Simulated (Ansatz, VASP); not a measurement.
# Ag (Ag(110)): VASP beside Ansatz, part 2 of 2

Aim: how closely do two programs agree when they are given the same cell, functional and k mesh?

VASP 6.6.1 and Ansatz 0.2.0.

So far: The structure; VASP: band structure, LDA.

## 3. Ansatz: band structure, LDA

Level of this step: Ansatz beside VASP: Kohn-Sham DFT, plane waves, LDA (Ansatz).

Ansatz runs on its default PAW (the set named soft_2) files.

The same cell, functional (in two slightly different forms), mesh and smearing now go to Ansatz, which takes its cutoff from its data sets.

input.yaml reads:

```yaml
crystal:
  lattice:
    - [4.09, 0.0, 0.0]
    - [0.0, 2.8920667351, 0.0]
    - [0.0, 0.0, 26.6762002052]
  atoms:
    - { symbol: Ag, position: [0.0, 0.0, 0.3373793843] }
    - { symbol: Ag, position: [0.5, 0.5, 0.3915862562] }
    - { symbol: Ag, position: [0.0, 0.0, 0.4457931281] }
    - { symbol: Ag, position: [0.5, 0.5, 0.5] }
    - { symbol: Ag, position: [0.0, 0.0, 0.5542068719] }
    - { symbol: Ag, position: [0.5, 0.5, 0.6084137438] }
    - { symbol: Ag, position: [0.0, 0.0, 0.6626206157] }
hamiltonian:
  xc: lda
  pseudopotentials: { kind: paw }
kpoints:
  mp_grid: { grid: [10, 14, 1] }
  band_path:
    path:
      - [0.0, 0.0, 0.0]
      - [-0.07692, 0.0, 0.0]
      - [-0.15385, 0.0, 0.0]
      - [-0.26923, 0.0, 0.0]
      - [-0.34615, 0.0, 0.0]
      - [-0.42308, 0.0, 0.0]
      - [-0.5, 0.0, 0.0]
      - [-0.5, -0.07692, 0.0]
      - [-0.5, -0.19231, 0.0]
      - [-0.5, -0.26923, 0.0]
      - [-0.5, -0.34615, 0.0]
      - [-0.5, -0.46154, 0.0]
      - [-0.5, -0.5, 0.0]
      - [-0.42308, -0.5, 0.0]
      - [-0.30769, -0.5, 0.0]
      - [-0.23077, -0.5, 0.0]
      - [-0.11538, -0.5, 0.0]
      - [-0.03846, -0.5, 0.0]
      - [0.0, -0.5, 0.0]
      - [0.0, -0.38462, 0.0]
      - [0.0, -0.30769, 0.0]
      - [0.0, -0.23077, 0.0]
      - [0.0, -0.11538, 0.0]
      - [0.0, -0.03846, 0.0]
      - [-0.03846, -0.03846, 0.0]
      - [-0.11538, -0.11538, 0.0]
      - [-0.19231, -0.19231, 0.0]
      - [-0.30769, -0.30769, 0.0]
      - [-0.38462, -0.38462, 0.0]
      - [-0.5, -0.5, 0.0]
    npoints: 1
scf:
  occupations: { method: fermi_dirac, width: 0.1 }
  n_extra_bands: 9
efield:
  axis: 3
  dipole_correction: true
  ramp_width: 0.04
output:
  forces: true
  eigenvalues: true
```

The run is started by

```console
$ ansatz run input.yaml --threads 4 --pin off --max-ram 9216MiB --backend cpu --events-out ev --progress --plain --runs-dir out
```

Numbers of over 12 decimals in the logs are rounded to 6 here.

Log:

```text
scf.n_extra_bands = 9 over 67 filled bands (N_el = 133.0): the run solves 76 bands
Engine: ansatz 0.2.0, aarch64-unknown-linux-gnu
Pseudopotentials: kind: paw
Pseudopotential: Ag, paw, valence charge 19, recommended cutoff 420 eV (normal), Ag.paw.azcp
Functional definition: SPW92
  exchange = slater_x
  correlation = pw_c
Crystal: 7 atoms, lattice volume = 315.541 Å³
Basis set: ecut = 420 eV, 6169 PW (Γ)
Bands: 76, of which v1, the nominal top of the filled ones, is band 67 counted from 1 (66 counted from 0)
Symmetry: 4 space group operations
k-points: 48 of 140
Non-local potential: Ag, projectors of the file, l = 0: 3, l = 1: 2, l = 2: 2, l = 3: 1
PAW form: soft (Blöchl's): semilocal exchange-correlation on the pseudo side does not see the compensation charge
PAW frozen core: Ag, regenerated for the run's functional, and the local potential with it (the file was generated under x = pbe(κ = 0.804, μ = 0.219515), c = pbe(β = 0.066725))
PAW one-centre angular grid: Ag, 590 points (default); XC on 64 Gauss nodes
Initial density: superposition of atomic densities (neutral atoms: chi_scale 0, normalization atom), corrected by the library's trained network
Initial wavefunctions: pseudopotential atomic-orbital guess
Functional: x = slater, c = lda
SCF iter   1: F=—  HF=-52204.851466 eV  |F-HF|=—  |Δ(HF+E_count)|=         —  Δρ=8.15e-3  dr2=1.85e-1  ethr=1.77e-3  p=0.000 e·Å  D=2.37e-14 V/Å  ΔV_dip=-0.00 eV  dr2_dipole=6.44e-9  V_vac-E_F(+/−)=4.45/4.45 eV  ⟨swp⟩=7.2  Hψ=14810  notcnv=0  defer=15
efield: sawtooth ramp at fractional position 0.9800 (placed from the atoms, in the widest stretch of the axis that holds none; the zero of the levels goes with the place), width 0.0400; the density the first Hamiltonian is built on has a dipole p = 0.000 e·Å; the dipole correction subtracts the counter field D = 2.37e-14 V/Å, which shifts the + side's vacuum level by -0.00 eV against the − side's; the planar-averaged density in the ramp window peaks in size at 3.3e-6 e/Å³
preconditioner: auto → LDOS  [metal: Δε(μ)=0.042 eV  Ē_g=7.905 eV  σ=0.100 eV  W_gap=0.10  n_scr=64 (ndim 8)  ℏωp=18.3 eV  f_vac=0.575  D(μ)=2.04/eV (n_scr^D=8)  β→1.0]
SCF iter   2: F=—  HF=-52204.926499 eV  |F-HF|=—  |Δ(HF+E_count)|=   7.50e-2  Δρ=1.26e-2  dr2=4.06e-1  ethr=1.39e-4  p=0.000 e·Å  D=4.27e-6 V/Å  ΔV_dip=-0.00 eV  dr2_dipole=1.53e-9  V_vac-E_F(+/−)=4.60/4.60 eV  ⟨swp⟩=2.7  Hψ=8057  notcnv=0  defer=72
SCF iter   3: F=—  HF=-52204.803595 eV  |F-HF|=—  |Δ(HF+E_count)|=   1.23e-1  Δρ=8.45e-4  dr2=1.62e-3  ethr=1.39e-4  p=0.000 e·Å  D=1.63e-6 V/Å  ΔV_dip=-0.00 eV  dr2_dipole=3.41e-9  V_vac-E_F(+/−)=4.54/4.54 eV  ⟨swp⟩=2.0  Hψ=7154  notcnv=0  defer=72
SCF iter   4: F=—  HF=-52204.802667 eV  |F-HF|=—  |Δ(HF+E_count)|=   9.28e-4  Δρ=1.40e-4  dr2=6.62e-5  ethr=1.22e-6  p=0.000 e·Å  D=6.72e-7 V/Å  ΔV_dip=-0.00 eV  dr2_dipole=1.36e-10  V_vac-E_F(+/−)=4.54/4.54 eV  ⟨swp⟩=3.6  Hψ=9073  notcnv=0  defer=69
SCF iter   5: F=—  HF=-52204.802691 eV  |F-HF|=—  |Δ(HF+E_count)|=   2.38e-5  Δρ=4.15e-5  dr2=4.72e-6  ethr=4.98e-8  p=0.000 e·Å  D=5.97e-7 V/Å  ΔV_dip=-0.00 eV  dr2_dipole=5.36e-11  V_vac-E_F(+/−)=4.54/4.54 eV  ⟨swp⟩=2.1  Hψ=6032  notcnv=0  defer=67
SCF iter   6: F=—  HF=-52204.802691 eV  |F-HF|=—  |Δ(HF+E_count)|=   5.31e-7  Δρ=1.04e-5  dr2=2.99e-7  ethr=3.55e-9  p=0.000 e·Å  D=2.51e-7 V/Å  ΔV_dip=-0.00 eV  dr2_dipole=2.80e-12  V_vac-E_F(+/−)=4.54/4.54 eV  ⟨swp⟩=2.4  Hψ=6846  notcnv=0  defer=67
SCF iter   7: F=-52204.802690 eV  HF=-52204.802690 eV  |F-HF|=2.01e-9  |Δ(HF+E_count)|=   3.27e-8  Δρ=3.27e-6  dr2=3.06e-8  ethr=7.52e-11  p=0.000 e·Å  D=1.30e-7 V/Å  ΔV_dip=-0.00 eV  dr2_dipole=1.07e-13  V_vac-E_F(+/−)=4.54/4.54 eV  ⟨swp⟩=12.2  Hψ=17133  notcnv=0
SCF 1 converged in 7 iterations: F = -52204.802690 eV  dr2 = 3.06e-8
  greatest PAW one-centre occupation: 1.002 electrons in one spin orbital (limit 2), on the Ag atom at site 3 (counted from 0), in its partial waves of l = 0
NSCF: frozen V_eff on 30 k-points
efield: sawtooth ramp at fractional position 0.9800 (kept from the solve that this one continues, or follows in the run), width 0.0400; the density the first Hamiltonian is built on has a dipole p = 0.000 e·Å; the dipole correction subtracts the counter field D = 1.30e-7 V/Å, which shifts the + side's vacuum level by -0.00 eV against the − side's; the planar-averaged density in the ramp window peaks in size at 5.8e-7 e/Å³
SCF converged after 7 iterations
Free energy (F): -52204.802690 eV
Harris-Foulkes:  -52204.802690 eV  (|F-HF|=2.01e-9)
Internal energy: -52204.736248 eV  (E = F + TS)
E sigma→0 (E₀):  -52204.769469 eV
Entropy (-TS):   -0.066443 eV (-9.492 meV/atom)
Fermi energy:    3.604771 eV
Dipole field:    D = 0.000000 V/Å  (p = 0.000001 e·Å, saw-weighted, corrected)
Work function:   Φ+ = 4.5365 eV   Φ− = 4.5365 eV
Levels:          The Fermi level and band energies are counted from a zero that moves with the ramp; work functions are not
--- Per-component energies (eV) ---
  E_band       = -3437.995040
  E_kinetic    = 3689.489092
  E_local      = -248844.114788  (includes V_loc(G=0)·N_el)
  E_nonlocal   = 607.768124
  E_hartree    = 122820.863981
  E_xc         = -1281.267794
  E_vxc        = -1636.340572  (∫ρ·V_xc dr)
  E_paw        = -26394.432838  (= ΣΔE_a)
  E_vpaw       = -2896.585333  (= ΣTr[D̂ρ^β])
  E_aug_tail   = 0.001895  (compensation charges beyond the density's cutoff)
  E_efield     = 0.000000  (sawtooth field / dipole correction)
  E_vefield    = 0.000000  (∫n·V_field dr)
  E_ewald      = 97191.882428
  E_core_change = 5.073652  (= ΣΔE_core)
  E_smearing   = -0.066443  (= −TS)
  E_closure    = -0.000000  (closes the sum)
  Σ components = -52204.802690   (vs F -52204.802690, Δ=0.00e0)
--- Forces (eV/Å), atoms counted from 1 ---
  atom   1  Ag     0.00000000     0.00000000     0.75237150
  atom   2  Ag     0.00000000     0.00000000    -0.15549146
  atom   3  Ag     0.00000000     0.00000000    -0.01769190
  atom   4  Ag     0.00000000     0.00000000    -0.00000001
  atom   5  Ag     0.00000000     0.00000000     0.01769184
  atom   6  Ag     0.00000000     0.00000000     0.15549125
  atom   7  Ag     0.00000000     0.00000000    -0.75237159
  max |Σ_I F_I| component: 3.82e-7 eV/Å
--- Band table (eV; the first three rows and the last of 48) ---
  k-point 0: bands = [... 63 lower, 0.7853, 0.8678, 0.9006, 2.2426, 4.0350, 5.7894, 5.9808, 7.4320, ... 5 higher]
  k-point 1: bands = [... 63 lower, 0.8132, 0.8581, 0.8877, 2.3154, 4.1378, 6.0366, 6.0905, 7.6064, ... 5 higher]
  k-point 2: bands = [... 63 lower, 0.7775, 0.8961, 0.9486, 2.5330, 4.4332, 6.4039, 6.7061, 8.0362, ... 5 higher]
  k-point 47: bands = [... 63 lower, 3.7984, 3.8734, 5.2997, 5.5160, 7.1098, 7.1985, 7.2189, 7.4616, ... 5 higher]
```

Elapsed: 54 s, on 4 threads of Arm Neoverse V1, shared host; peak memory 1.2 GiB.

Reading the cycles: dr2 is the Hartree energy of the density residual (eV), the measure of convergence; HF is the Harris–Foulkes estimate of the energy, which meets the free energy F at convergence.

## 4. Side by side

Known differences besides the PAW data sets themselves: the two LDA forms differ slightly; the data sets hold 133 valence electrons in Ansatz (default PAW (the set named soft_2) files) and 77 in VASP; the cutoff is 420 eV in Ansatz and 300 eV in VASP (PREC = Normal); Ansatz makes its cores anew for this functional, VASP keeps those of its LDA data sets. Total energies have different zeros and are not compared.

Compared:

```csv
quantity,Ansatz,VASP,difference
"work function, lower of the two faces (eV)",4.54,4.53,+0.01
"work function, higher of the two faces (eV)",4.54,4.53,+0.01
```

Forces (eV/Å; atoms numbered as in POSCAR):

```csv
atom,"Ansatz x, y, z","VASP x, y, z"
Ag1,"0.000, 0.000, 0.752","0.000, 0.000, 0.741"
Ag2,"0.000, 0.000, -0.155","0.000, 0.000, -0.158"
Ag3,"0.000, 0.000, -0.018","0.000, 0.000, -0.018"
Ag4,"0.000, 0.000, 0.000","0.000, 0.000, 0.000"
Ag5,"0.000, 0.000, 0.018","0.000, 0.000, 0.018"
Ag6,"0.000, 0.000, 0.155","0.000, 0.000, 0.158"
Ag7,"0.000, 0.000, -0.752","0.000, 0.000, -0.741"
```

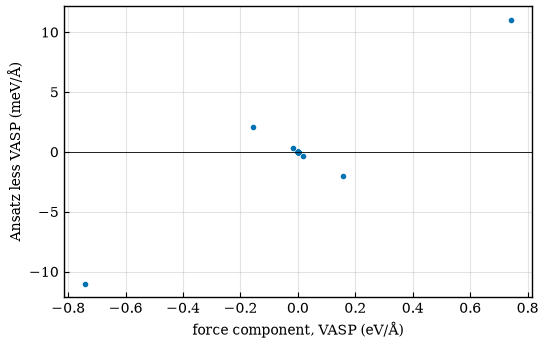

Difference of the force components against their size.

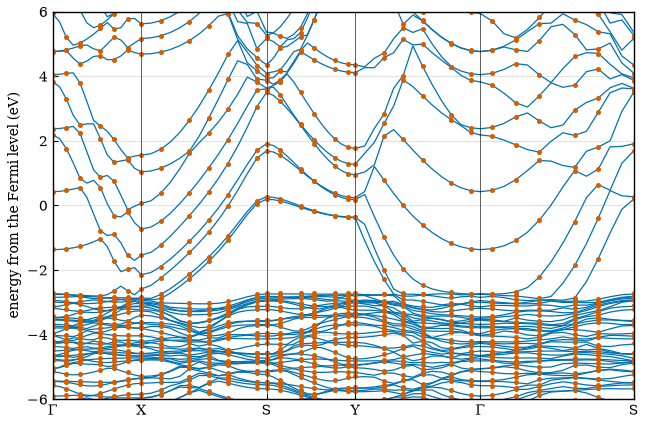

Bands from VASP (lines) and levels from Ansatz (dots). Dots without a line are higher empty bands that the VASP plot leaves out.

The forces differ by 3.5 meV/Å r.m.s., which is 1.5 % of the r.m.s. force of 0.23 eV/Å (both taken over all components). Levels from 3 eV below to 2 eV above the Fermi level differ by 14 meV r.m.s. and 27 meV at most; each VASP level is matched to the nearest of Ansatz, which flatters the figure a little.

## 5. Summary of results

```yaml
r_m_s_difference_of_levels_near_the_fermi_level_band_structure_lda: 14 meV
```

In words: The r.m.s. difference of levels near the Fermi level is 14 meV (band structure, LDA), within the 80 meV picked in this series as the mark of a large difference. How closely two codes agree says nothing of how well the functional describes the real material.

[Lines on the potential files, build, host, timing and source positions are cut from VASP's logs without a mark.]

[Logs are printed without paths, hosts, clocks, repeated set-up lines and the standing remarks that a program may print on its own settings, such as how far it seeks lower states.]

[Hosts, paths, dates, database ids (printed as entryN), source tags and the programs' standing remarks are cut or masked in the printed files.]
